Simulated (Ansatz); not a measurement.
C$_{2}$H$_{7}$Ga: single-point calculation

- system: C$_{2}$H$_{7}$Ga
- method: RKS PBE0-D4/def2-TZVPP (Ansatz 0.2.0)

The geometry is the product side of a reaction. The reaction was set up to form H2–H4 and to break Ga1–H2 and C3–H4 (atoms counted from 1 in the order of the input); sticks are drawn by distance alone. The geometry comes from this level: PBE0-D4/def2-TZVP.

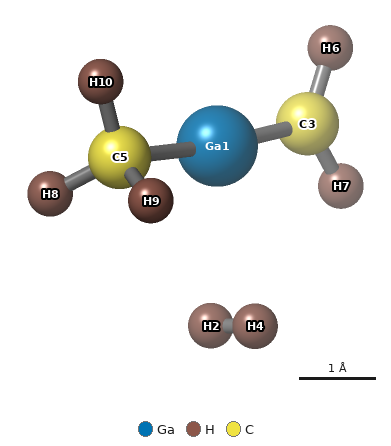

**Figure 1.** The structure (ball-and-stick view, seen at a tilt; atoms are numbered from 1 in the order of the input). Sticks mark near contacts. Bond lengths as drawn: C–Ga 1.78 to 1.93 Å, C–H 1.08 to 1.09 Å and H–H 0.76 Å.

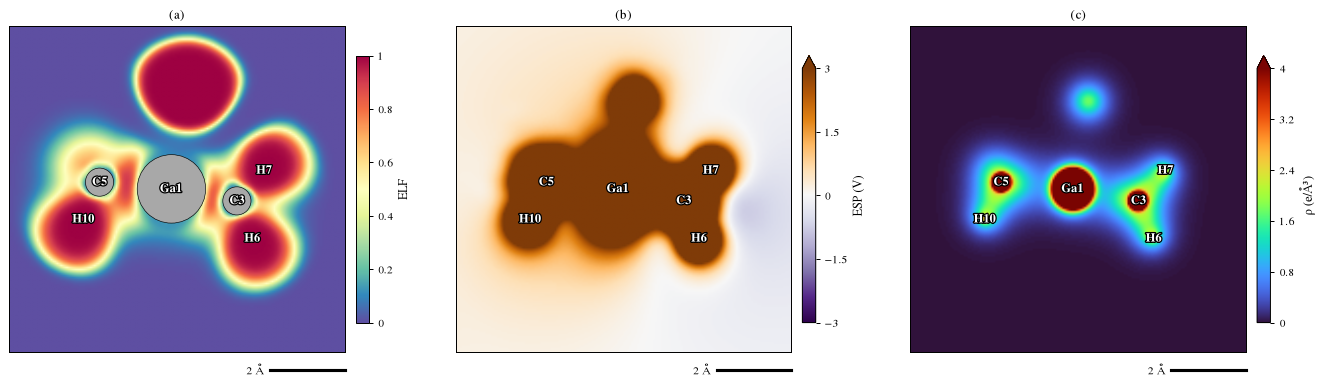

**Figure 2.** (a) ELF; (b) molecular electrostatic potential; (c) total electron density on the plane of atoms H6, C3 and H7. Grey discs, where drawn, cover atomic cores. C–Ga (1.93 Å): ρ is about 0.84 e/Å³ halfway; the ELF peaks at about 0.90 in the valence shell of C, 0.7 Å from its nucleus, and is about 0.55 at the midpoint.

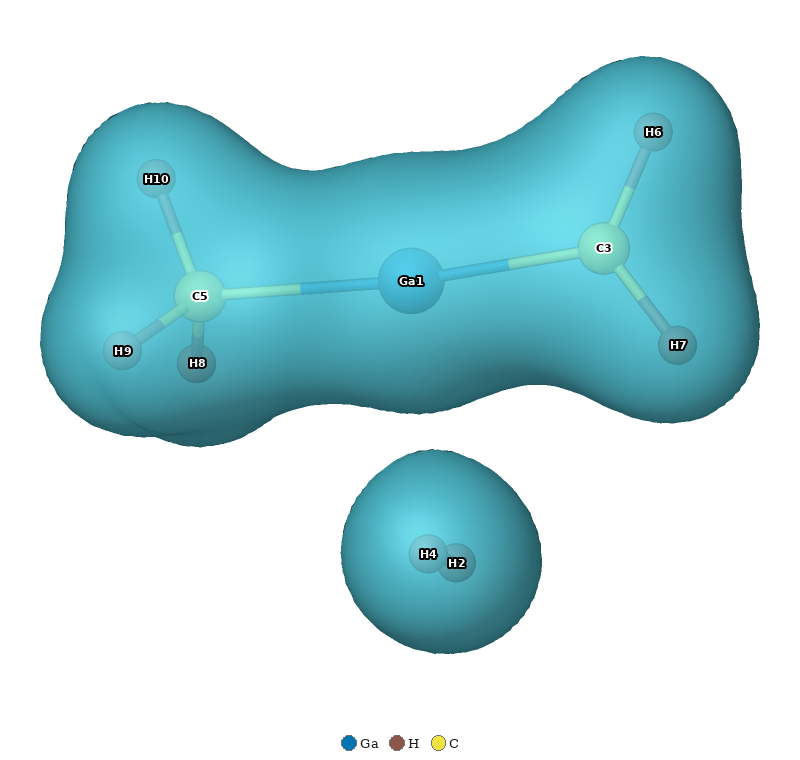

**Figure 3.** Isosurface of the total electron density at 0.15 e/Å³ (cyan), seen at an oblique angle. At this value the surface falls into two separate pieces. It is pinched off along the Ga···H (2.43 Å) contacts. On the grid the lowest density along these lines, outside the cores, is 0.12 e/Å³ (Ga···H, 2.43 Å), 1 e/Å³ (C–Ga, 1.78 Å), 1.8 e/Å³ (H–H, 0.76 Å) and 0.83 e/Å³ (C–Ga, 1.93 Å).

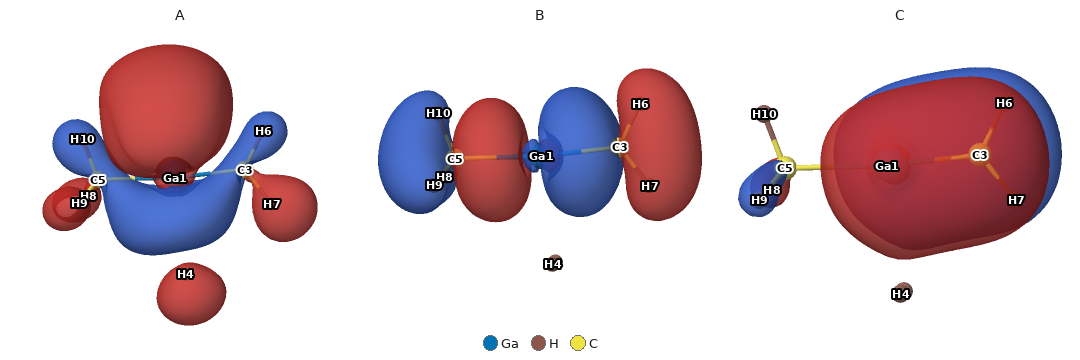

**Figure 4.** Three frontier orbitals at ±0.06 Å⁻³ᐟ² (red and blue are the two phases). B is the HOMO−1 (−8.61 eV). By Hirshfeld shares it lies mainly on C3 (35 %), C5 (25 %) and Ga1 (25 %). C is the HOMO (−5.12 eV). By Hirshfeld shares it lies mainly on C3 (55 %) and Ga1 (35 %). A is the LUMO (−0.38 eV). Its weight (Hirshfeld) is mainly on Ga1 (65 %). The HOMO–LUMO gap is 4.74 eV between the orbital energies.

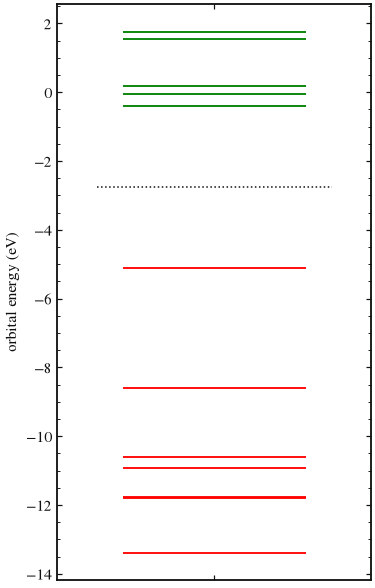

**Figure 5.** Orbital energies near the frontier; the dotted line parts filled from empty levels, and levels within 0.02 eV of each other stand side by side. Highest filled −5.12 eV, lowest empty −0.38 eV, 4.74 eV apart.

These pictures come from the run below.

Input
```yaml
crystal:
  periodic: [false, false, false]
  atoms:
    - {symbol: Ga, position_ang: [-0.242586, 0.390265, 0.074516]}
    - {symbol: H, position_ang: [0.048255, -1.666565, -1.203565]}
    - {symbol: C, position_ang: [-1.317845, 1.049140, -1.184768]}
    - {symbol: H, position_ang: [0.596721, -1.249366, -1.512151]}
    - {symbol: C, position_ang: [0.897185, -0.180504, 1.529187]}
    - {symbol: H, position_ang: [-1.875667, 1.966156, -1.040165]}
    - {symbol: H, position_ang: [-1.456702, 0.533476, -2.126535]}
    - {symbol: H, position_ang: [0.582748, -1.150546, 1.915432]}
    - {symbol: H, position_ang: [1.937799, -0.241412, 1.208882]}
    - {symbol: H, position_ang: [0.829992, 0.549256, 2.339267]}
basis:
  gaussian: {orbitals: def2-TZVPP}
hamiltonian: {xc: pbe0, dispersion: d4}
output: {orbitals: {seedname: orbitals}}
```

Launched with:
```bash
ansatz run in.yaml --threads 4 --pin off --events-out ev --progress --plain --max-ram 9574MiB
```

What the program printed
```
Functional definition: PBE0
  name "PBE0"
  cite "Adamo & Barone, J. Chem. Phys. 110, 6158 (1999) doi:10.1063/1.478522"
  cite "Perdew, Burke & Ernzerhof, Phys. Rev. Lett. 77, 3865 (1996) doi:10.1103/PhysRevLett.77.3865"
  parent pbe
  parameter a = 0.25
  parameter kappa = 0.804
  parameter beta = 0.06672455060314922
  exchange = (1 - a)*pbe_x(kappa = kappa, mu = beta*pi^2/3) + a*exact_x
  correlation = pbe_c(beta = beta)
1186 factors; their error is unknown
mean field evaluation 1: about -54539.4254 eV, gradient 8.1e1 eV
mean field evaluation 2: about -54516.3961 eV, gradient 1.1e2 eV
mean field evaluation 4: about -54554.3025 eV, gradient 1.1e1 eV
mean field evaluation 8: about -54554.5780 eV, gradient 2.0e-1 eV
mean field evaluation 16: about -54554.7590 eV, gradient 3.9e-5 eV
mean field -54554.75901015 eV, -2004.8504150792 hartree, gradient 3.9e-5 eV, S^2 0.000000; 0 other end points of the search recorded, 0 dependent functions left out
reference -54554.75904186 eV, -2004.8504162445 hartree; 25, 25 occupied and 183, 183 virtual orbitals, 1186 factors
Total energy: -54554.89032421 eV, -2004.8552407818 hartree
```

Summary

```csv
quantity,value
outcome,converged
total energy,−54554.8903 eV
mean-field energy,−54554.7590 eV
dispersion energy,−0.1313 eV
SCF solution under orbital rotations,stable
HOMO,−5.12 eV
LUMO,−0.38 eV
hardware,"4 threads of Arm Neoverse V2, 23 GiB of memory available, shared host"
wall time,1.6 s (CPU time 5.6 s)
peak memory,0.43 GiB
```
